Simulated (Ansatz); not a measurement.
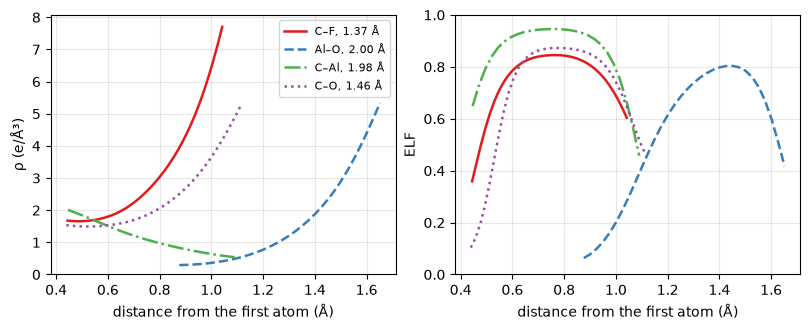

*CH4AlFO. Electron density and electron localisation function along straight lines between neighbouring atoms. The curves leave out the atomic cores.*

These are results of RKS B3LYP-D4/def2-SVP (Ansatz 0.2.0), not measurements.

```xyz
8

O     0.2594    0.8034   -0.6103
C     0.3613    0.2841    0.7548
F     1.6753    0.2609    1.1291
Al   -0.4992   -1.0415   -0.4410
H     0.3028    1.7625   -0.7497
H    -0.1734    0.9642    1.4392
H    -2.0819   -1.0286   -0.5058
H     0.4035   -2.0751   -1.2232
```

What can be read from the curves?

C–F (1.37 Å): ρ at the midpoint is about 2.1 e/Å³, with its minimum of 1.7 e/Å³ about 0.5 Å from C; the ELF peaks at about 0.85 between the atoms, as expected for a polar covalent bond.
Al–O (2.00 Å): the density is about 0.36 e/Å³ at the midpoint; the ELF peaks at about 0.80 in the valence shell of O, 0.6 Å from its nucleus, and is about 0.20 at the midpoint.
C–Al (1.98 Å): the density is about 0.65 e/Å³ at the midpoint; the ELF peaks at about 0.95 in the valence shell of C, 0.7 Å from its nucleus, and is about 0.80 at the midpoint.
C–O (1.46 Å): ρ at the midpoint is about 1.8 e/Å³, with its minimum of 1.5 e/Å³ about 0.5 Å from C; the ELF peaks at about 0.85 between the atoms: a polar covalent bond.
